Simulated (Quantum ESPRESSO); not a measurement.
# Fe: a ladder in cutoff, mesh and threshold together

Two starts of Fe are run at each rung of cutoff, mesh and threshold together.

Main program and level: Quantum ESPRESSO 7.5; PBEsol; plane waves with GBRV 1.5 PBEsol potentials, no spin-orbit coupling (settings of the first rung).

The database entry behind the starting cell differs from later determinations by our own check (about 0.2 % short), so it need not match the best structure at ambient conditions.

## Step 1: Set-up

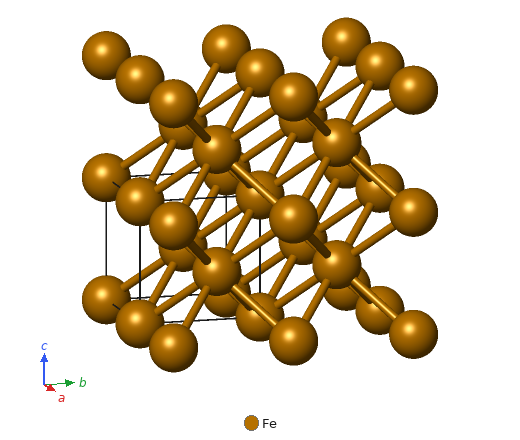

The cell as given, slightly off an axis (iron orange). 2×2×2 cells are drawn. This picture shows the conventional cell, with its axes. Some periodic images of atoms are drawn too.

The cell comes from the Crystallography Open Database.

## Step 2: Rung 1, start ferro +

The input, pw.in:

```
&CONTROL
  calculation = 'scf'
  prefix = 'pwscf'
  outdir = './tmp'
  pseudo_dir = './pseudo'
  disk_io = 'nowf'
  tprnfor = .true.
  tstress = .true.
/
&SYSTEM
  ibrav = 0
  nat = 1
  ntyp = 1
  ecutwfc = 22
  ecutrho = 154
  nbnd = 15
  occupations = 'smearing'
  smearing = 'fd'
  degauss = 0.00734986
  nspin = 2
  starting_magnetization(1) = 0.175
/
&ELECTRONS
  conv_thr = 1d-06
  electron_maxstep = 150
  mixing_beta = 0.3
/
ATOMIC_SPECIES
Fe     55.8450 fe_pbesol_v1.5.uspp.F.UPF
CELL_PARAMETERS bohr
  -2.7027618925    2.7027618925    2.7027618925
   2.7027618925   -2.7027618925    2.7027618925
   2.7027618925    2.7027618925   -2.7027618925
ATOMIC_POSITIONS crystal
Fe      0.0000000000    0.0000000000    0.0000000000
K_POINTS automatic
6 6 6 0 0 0
```

Run with:

```bash
> OMP_NUM_THREADS=1 mpirun -n 2 pw.x -nk 2 -in pw.in > pw.out
```

The log of the run:

```text
Program PWSCF v.7.5 starts

     Message from routine setup:
     using ibrav=0 with symmetry is DISCOURAGED, use correct ibrav instead

     K-points division:     npool     =       2
     Subspace diagonalization in iterative solution of the eigenvalue problem:

     bravais-lattice index     =            0
     lattice parameter (alat)  =       4.6813  a.u.
     unit-cell volume          =      78.9739 (a.u.)^3
     number of atoms/cell      =            1
     number of atomic types    =            1
     number of electrons       =        16.00
     number of Kohn-Sham states=           15
     kinetic-energy cutoff     =      22.0000  Ry
     charge density cutoff     =     154.0000  Ry
     scf convergence threshold =      1.0E-06
     mixing beta               =       0.3000
     number of iterations used =            8  plain     mixing
     Exchange-correlation= SLA  PW   PSX  PSC
                           (   1   4  10   8   0   0   0)

     celldm(1)=   4.681321  celldm(2)=   0.000000  celldm(3)=   0.000000
     celldm(4)=   0.000000  celldm(5)=   0.000000  celldm(6)=   0.000000

     crystal axes: (cart. coord. in units of alat)
               a(1) = (  -0.577350   0.577350   0.577350 )
               a(2) = (   0.577350  -0.577350   0.577350 )
               a(3) = (   0.577350   0.577350  -0.577350 )

     reciprocal axes: (cart. coord. in units 2 pi/alat)
               b(1) = ( -0.000000  0.866025  0.866025 )
               b(2) = (  0.866025 -0.000000  0.866025 )
               b(3) = (  0.866025  0.866025  0.000000 )

     PseudoPot. # 1 for Fe read from file:
     fe_pbesol_v1.5.uspp.F.UPF
     Pseudo is Ultrasoft + core correction, Zval = 16.0

     atomic species   valence    mass     pseudopotential
     Fe               16.00    55.84500     Fe( 1.00)

     Starting magnetic structure
     atomic species   magnetization
     Fe              0.175

     48 Sym. Ops., with inversion, found

   Cartesian axes

     site n.     atom                  positions (alat units)
         1        Fe     tau(   1) = (   0.0000000   0.0000000   0.0000000  )

     number of k points=    16  Fermi-Dirac smearing, width (Ry)=  0.0073
                       cart. coord. in units 2pi/alat
        k(    1) = (   0.0000000   0.0000000   0.0000000), wk =   0.0046296
        k(    2) = (   0.1443376   0.1443376   0.0000000), wk =   0.0555556
        k(    3) = (   0.2886751   0.2886751   0.0000000), wk =   0.0555556
        k(    4) = (  -0.4330127  -0.4330127   0.0000000), wk =   0.0277778
        k(    5) = (   0.2886751   0.1443376   0.1443376), wk =   0.1111111
        [... 11 further k-points ...]

     Dense  grid:     2491 G-vectors     FFT dimensions: (  20,  20,  20)

     Smooth grid:     1061 G-vectors     FFT dimensions: (  15,  15,  15)

     Check: negative core charge=   -0.000107
     Generating pointlists ...
     new r_m :   0.4125 (alat units)  1.9310 (a.u.) for type    1

     Initial potential from superposition of free atoms

     starting charge      15.0000, renormalised to      16.0000
     Starting wfcs are   13 randomized atomic wfcs +    2 random wfcs

     Self-consistent Calculation

     iteration #  1     ecut=    22.00 Ry     beta= 0.30
     Davidson diagonalization with overlap
     ethr =  1.00E-02,  avg # of iterations =  4.0

     total energy              =    -249.13306256 Ry
     estimated scf accuracy    <       3.01469177 Ry

     total magnetization       =     2.04 Bohr mag/cell
     absolute magnetization    =     2.04 Bohr mag/cell

     iteration #  2     ecut=    22.00 Ry     beta= 0.30
     Davidson diagonalization with overlap
     ethr =  1.00E-02,  avg # of iterations =  1.9

     total energy              =    -249.68704891 Ry
     estimated scf accuracy    <       0.03507873 Ry

     total magnetization       =     2.20 Bohr mag/cell
     absolute magnetization    =     2.24 Bohr mag/cell

     [... further iterations left out ...]

     iteration #  7     ecut=    22.00 Ry     beta= 0.30
     Davidson diagonalization with overlap
     ethr =  9.76E-09,  avg # of iterations =  2.0

     total energy              =    -249.68870959 Ry
     estimated scf accuracy    <       0.00000132 Ry

     total magnetization       =     2.14 Bohr mag/cell
     absolute magnetization    =     2.23 Bohr mag/cell

     iteration #  8     ecut=    22.00 Ry     beta= 0.30
     Davidson diagonalization with overlap
     ethr =  8.24E-09,  avg # of iterations =  1.5

     Magnetic moment per site  (integrated on atomic sphere of radius R)
     atom   1 (R=0.413)  charge= 14.4477  magn=  2.1798

     End of self-consistent calculation

     [... lines left out ...]
     the Fermi energy is    17.3876 ev

!    total energy              =    -249.68876158 Ry
     estimated scf accuracy    <          2.6E-09 Ry
     smearing contrib. (-TS)   =      -0.00152134 Ry
     internal energy E=F+TS    =    -249.68724024 Ry

     The total energy is F=E-TS. E is the sum of the following terms:
     one-electron contribution =    -114.75409126 Ry
     hartree contribution      =      66.13691524 Ry
     xc contribution           =     -28.71974246 Ry
     ewald contribution        =    -172.35032176 Ry

     total magnetization       =     2.14 Bohr mag/cell
     absolute magnetization    =     2.23 Bohr mag/cell

     convergence has been achieved in   8 iterations

     Forces acting on atoms (cartesian axes, Ry/au):

     atom    1 type  1   force =     0.00000000    0.00000000    0.00000000

     Total force =     0.000000     Total SCF correction =     0.000000

     Computing stress (Cartesian axis) and pressure

          total   stress  (Ry/bohr**3)                   (kbar)     P=    -5276.30
  -0.03586754   0.00000000   0.00000000        -5276.30        0.00        0.00
   0.00000000  -0.03586754   0.00000000            0.00    -5276.30        0.00
   0.00000000   0.00000000  -0.03586754            0.00        0.00    -5276.30

=------------------------------------------------------------------------------=
   JOB DONE.
=------------------------------------------------------------------------------=
```

Wall time 1.9 s (2 MPI ranks of Intel Xeon Platinum 8259CL at 2.50GHz (Skylake/Cascade Lake), shared host); peak memory 0.05 GiB.

Spin moment in the atom's sphere by atom:

| atom | spin moment in the atom's sphere (μB) |
| --- | --- |
| Fe1 | 2.18 |

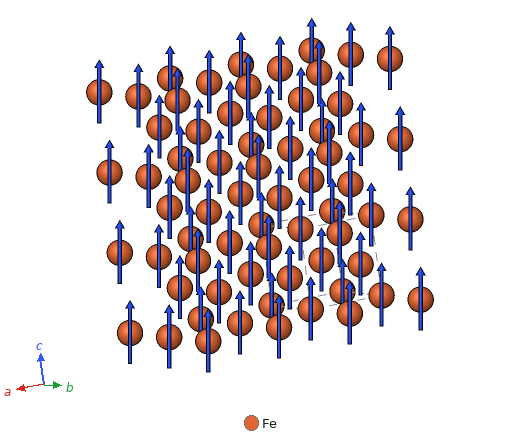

Spin moment in the atom's sphere as arrows, the longest 2.18 μB. Up and down stand for the sign. Arrows give size and sign along the axis of quantisation, drawn up and down the page. 3×2×3 conventional cells are drawn. Some periodic images of atoms are drawn too.

Numbers from this step:

* magnetization: 2.142 μB
* final state: ferromagnetic

## Step 3: Rung 1, start antiferro q=(1/2,1/2,1/2) +-

The wavevector q is in fractions of the reciprocal vectors of the crystal's primitive cell, as the cells of these inputs are built from it; moments change sign between cells as cos(2π q·R).

The input, pw.in:

```
&CONTROL
  calculation = 'scf'
  prefix = 'pwscf'
  outdir = './tmp'
  pseudo_dir = './pseudo'
  disk_io = 'nowf'
  tprnfor = .true.
  tstress = .true.
/
&SYSTEM
  ibrav = 0
  nat = 2
  ntyp = 2
  ecutwfc = 22
  ecutrho = 154
  nbnd = 23
  occupations = 'smearing'
  smearing = 'fd'
  degauss = 0.00734986
  nspin = 2
  starting_magnetization(1) = 0.175
  starting_magnetization(2) = -0.175
/
&ELECTRONS
  conv_thr = 2d-06
  electron_maxstep = 150
  mixing_beta = 0.3
/
ATOMIC_SPECIES
Fe1    55.8450 fe_pbesol_v1.5.uspp.F.UPF
Fe2    55.8450 fe_pbesol_v1.5.uspp.F.UPF
CELL_PARAMETERS bohr
  -5.4055237850    5.4055237850    5.4055237850
   0.0000000000    0.0000000000    5.4055237850
   0.0000000000    5.4055237850    0.0000000000
ATOMIC_POSITIONS crystal
Fe1     0.0000000000    0.0000000000    0.0000000000
Fe2     0.5000000000    0.0000000000    0.0000000000
K_POINTS automatic
3 6 6 0 0 0
```

The log of the run:

```text
     [... lines left out ...]
Program PWSCF v.7.5 starts
     [... lines left out ...]
     number of atoms/cell      =            2
     [... lines left out ...]
     number of electrons       =        32.00
     number of Kohn-Sham states=           23
     kinetic-energy cutoff     =      22.0000  Ry
     charge density cutoff     =     154.0000  Ry
     scf convergence threshold =      2.0E-06
     [... lines left out ...]
     48 Sym. Ops., with inversion, found
     [... lines left out ...]
     number of k points=    10  Fermi-Dirac smearing, width (Ry)=  0.0073
     [... lines left out ...]
     iteration # 12     ecut=    22.00 Ry     beta= 0.30
     [... lines left out ...]
     Magnetic moment per site  (integrated on atomic sphere of radius R)
     atom   1 (R=0.206)  charge= 14.4494  magn=  1.6926
     atom   2 (R=0.206)  charge= 14.4493  magn= -1.6933
     [... lines left out ...]
     the Fermi energy is    17.6361 ev
!    total energy              =    -499.31011483 Ry
     estimated scf accuracy    <       0.00000016 Ry
     smearing contrib. (-TS)   =      -0.01395408 Ry
     [... lines left out ...]
     total magnetization       =    -0.00 Bohr mag/cell
     absolute magnetization    =     3.50 Bohr mag/cell
     convergence has been achieved in  12 iterations
     [... lines left out ...]
     Total force =     0.000000     Total SCF correction =     0.000000
     [... lines left out ...]
          total   stress  (Ry/bohr**3)                   (kbar)     P=    -5219.75
     [... lines left out ...]
```

Run time: 6.2 s. Hardware: 2 MPI ranks; peak memory 0.13 GiB.

Spin moment in the atom's sphere by atom:

| atom | spin moment in the atom's sphere (μB) |
| --- | --- |
| Fe1 | 1.69 |
| Fe2 | -1.69 |

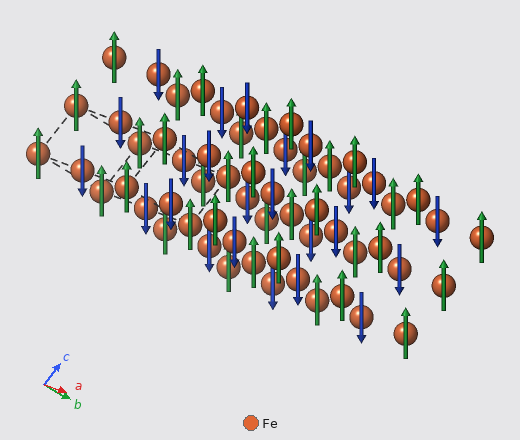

Spin moment in the atom's sphere as arrows, the longest 1.69 μB. Up and down stand for the sign. Arrows give size and sign along the axis of quantisation, drawn up and down the page. The two directions have two colours. 2×3×2 cells are drawn. Some periodic images of atoms are drawn too.

Numbers from this step:

```yaml
magnetization: 0 μB
final_state: antiferromagnetic
```

## Step 4: Rung 2, start ferro +

The input, pw.in:

```
&CONTROL
  calculation = 'scf'
  prefix = 'pwscf'
  outdir = './tmp'
  pseudo_dir = './pseudo'
  disk_io = 'nowf'
  tprnfor = .true.
  tstress = .true.
/
&SYSTEM
  ibrav = 0
  nat = 1
  ntyp = 1
  ecutwfc = 30
  ecutrho = 210
  nbnd = 15
  occupations = 'smearing'
  smearing = 'fd'
  degauss = 0.00734986
  nspin = 2
  starting_magnetization(1) = 0.175
/
&ELECTRONS
  conv_thr = 1d-07
  electron_maxstep = 150
  mixing_beta = 0.3
/
ATOMIC_SPECIES
Fe     55.8450 fe_pbesol_v1.5.uspp.F.UPF
CELL_PARAMETERS bohr
  -2.7027618925    2.7027618925    2.7027618925
   2.7027618925   -2.7027618925    2.7027618925
   2.7027618925    2.7027618925   -2.7027618925
ATOMIC_POSITIONS crystal
Fe      0.0000000000    0.0000000000    0.0000000000
K_POINTS automatic
8 8 8 0 0 0
```

The log of the run:

```text
     [... lines left out ...]
Program PWSCF v.7.5 starts
     [... lines left out ...]
     number of atoms/cell      =            1
     [... lines left out ...]
     number of electrons       =        16.00
     number of Kohn-Sham states=           15
     kinetic-energy cutoff     =      30.0000  Ry
     charge density cutoff     =     210.0000  Ry
     scf convergence threshold =      1.0E-07
     [... lines left out ...]
     48 Sym. Ops., with inversion, found
     [... lines left out ...]
     number of k points=    29  Fermi-Dirac smearing, width (Ry)=  0.0073
     [... lines left out ...]
     iteration # 10     ecut=    30.00 Ry     beta= 0.30
     [... lines left out ...]
     Magnetic moment per site  (integrated on atomic sphere of radius R)
     atom   1 (R=0.413)  charge= 14.4103  magn=  2.4171
     [... lines left out ...]
     the Fermi energy is    17.3740 ev
!    total energy              =    -250.17665647 Ry
     estimated scf accuracy    <          5.1E-09 Ry
     smearing contrib. (-TS)   =      -0.00219679 Ry
     [... lines left out ...]
     total magnetization       =     2.37 Bohr mag/cell
     absolute magnetization    =     2.49 Bohr mag/cell
     convergence has been achieved in  10 iterations
     [... lines left out ...]
     Total force =     0.000000     Total SCF correction =     0.000000
     [... lines left out ...]
          total   stress  (Ry/bohr**3)                   (kbar)     P=     -461.41
     [... lines left out ...]
```

Run time: 6.1 s. Hardware: 2 MPI ranks; peak memory 0.12 GiB.

Numbers from this step:

| Quantity | Value |
| --- | --- |
| magnetization | 2.367 μB |
| final state | ferromagnetic |
| largest moment | 2.417 μB |

## Step 5: Rung 2, start antiferro q=(1/2,1/2,1/2) +-

The input, pw.in:

```
&CONTROL
  calculation = 'scf'
  prefix = 'pwscf'
  outdir = './tmp'
  pseudo_dir = './pseudo'
  disk_io = 'nowf'
  tprnfor = .true.
  tstress = .true.
/
&SYSTEM
  ibrav = 0
  nat = 2
  ntyp = 2
  ecutwfc = 30
  ecutrho = 210
  nbnd = 23
  occupations = 'smearing'
  smearing = 'fd'
  degauss = 0.00734986
  nspin = 2
  starting_magnetization(1) = 0.175
  starting_magnetization(2) = -0.175
/
&ELECTRONS
  conv_thr = 2d-07
  electron_maxstep = 150
  mixing_beta = 0.3
/
ATOMIC_SPECIES
Fe1    55.8450 fe_pbesol_v1.5.uspp.F.UPF
Fe2    55.8450 fe_pbesol_v1.5.uspp.F.UPF
CELL_PARAMETERS bohr
  -5.4055237850    5.4055237850    5.4055237850
   0.0000000000    0.0000000000    5.4055237850
   0.0000000000    5.4055237850    0.0000000000
ATOMIC_POSITIONS crystal
Fe1     0.0000000000    0.0000000000    0.0000000000
Fe2     0.5000000000    0.0000000000    0.0000000000
K_POINTS automatic
4 8 8 0 0 0
```

The log of the run:

```text
     [... lines left out ...]
Program PWSCF v.7.5 starts
     [... lines left out ...]
     number of atoms/cell      =            2
     [... lines left out ...]
     number of electrons       =        32.00
     number of Kohn-Sham states=           23
     kinetic-energy cutoff     =      30.0000  Ry
     charge density cutoff     =     210.0000  Ry
     scf convergence threshold =      2.0E-07
     [... lines left out ...]
     48 Sym. Ops., with inversion, found
     [... lines left out ...]
     number of k points=    19  Fermi-Dirac smearing, width (Ry)=  0.0073
     [... lines left out ...]
     iteration # 13     ecut=    30.00 Ry     beta= 0.30
     [... lines left out ...]
     Magnetic moment per site  (integrated on atomic sphere of radius R)
     atom   1 (R=0.206)  charge= 14.4111  magn=  1.7777
     atom   2 (R=0.206)  charge= 14.4107  magn= -1.7769
     [... lines left out ...]
     the Fermi energy is    17.6959 ev
!    total energy              =    -500.29009717 Ry
     estimated scf accuracy    <       0.00000004 Ry
     smearing contrib. (-TS)   =      -0.01298154 Ry
     [... lines left out ...]
     total magnetization       =     0.00 Bohr mag/cell
     absolute magnetization    =     3.69 Bohr mag/cell
     convergence has been achieved in  13 iterations
     [... lines left out ...]
     Total force =     0.000000     Total SCF correction =     0.000000
     [... lines left out ...]
          total   stress  (Ry/bohr**3)                   (kbar)     P=     -515.86
     [... lines left out ...]
```

Elapsed: 9 s, on 2 MPI ranks; peak memory 0.15 GiB; 18 s of CPU time.

Numbers from this step:

```yaml
magnetization: 0 μB
final_state: antiferromagnetic
largest_moment: 1.778 μB
```

## Step 6: Rung 3, start ferro +

The input, pw.in:

```
&CONTROL
  calculation = 'scf'
  prefix = 'pwscf'
  outdir = './tmp'
  pseudo_dir = './pseudo'
  disk_io = 'nowf'
  tprnfor = .true.
  tstress = .true.
/
&SYSTEM
  ibrav = 0
  nat = 1
  ntyp = 1
  ecutwfc = 40
  ecutrho = 280
  nbnd = 15
  occupations = 'smearing'
  smearing = 'fd'
  degauss = 0.00734986
  nspin = 2
  starting_magnetization(1) = 0.175
/
&ELECTRONS
  conv_thr = 2d-09
  electron_maxstep = 150
  mixing_beta = 0.3
/
ATOMIC_SPECIES
Fe     55.8450 fe_pbesol_v1.5.uspp.F.UPF
CELL_PARAMETERS bohr
  -2.7027618925    2.7027618925    2.7027618925
   2.7027618925   -2.7027618925    2.7027618925
   2.7027618925    2.7027618925   -2.7027618925
ATOMIC_POSITIONS crystal
Fe      0.0000000000    0.0000000000    0.0000000000
K_POINTS automatic
14 14 14 0 0 0
```

The log of the run:

```text
     [... lines left out ...]
Program PWSCF v.7.5 starts
     [... lines left out ...]
     number of atoms/cell      =            1
     [... lines left out ...]
     number of electrons       =        16.00
     number of Kohn-Sham states=           15
     kinetic-energy cutoff     =      40.0000  Ry
     charge density cutoff     =     280.0000  Ry
     scf convergence threshold =      2.0E-09
     [... lines left out ...]
     48 Sym. Ops., with inversion, found
     [... lines left out ...]
     number of k points=   104  Fermi-Dirac smearing, width (Ry)=  0.0073
     [... lines left out ...]
     iteration # 11     ecut=    40.00 Ry     beta= 0.30
     [... lines left out ...]
     Magnetic moment per site  (integrated on atomic sphere of radius R)
     atom   1 (R=0.413)  charge= 14.4087  magn=  2.3342
     [... lines left out ...]
     the Fermi energy is    17.3754 ev
!    total energy              =    -250.19558291 Ry
     estimated scf accuracy    <          2.2E-10 Ry
     smearing contrib. (-TS)   =      -0.00239603 Ry
     [... lines left out ...]
     total magnetization       =     2.29 Bohr mag/cell
     absolute magnetization    =     2.40 Bohr mag/cell
     convergence has been achieved in  11 iterations
     [... lines left out ...]
     Total force =     0.000000     Total SCF correction =     0.000000
     [... lines left out ...]
          total   stress  (Ry/bohr**3)                   (kbar)     P=     -130.66
     [... lines left out ...]
```

Elapsed: 8.3 s, on 2 MPI ranks; peak memory 0.15 GiB.

Read from the output:

```
magnetization  : 2.291 μB
final state    : ferromagnetic
largest moment : 2.334 μB
```

(Part 1 of 2 ends here.)

[Logs and program files are shortened in this print: banners, set-up blocks, solver, clock and traceback lines can be left out without a mark of their own.]

[Logs are printed without paths, hosts, clocks, repeated set-up lines and the standing remarks that a program may print on its own settings, such as how far it seeks lower states.]

[Hosts, paths, dates, database ids (printed as entryN), source tags and the programs' standing remarks are cut or masked in the printed files.]

[Where a cell is said to come from a database of computed structures, the database is the Materials Project.]
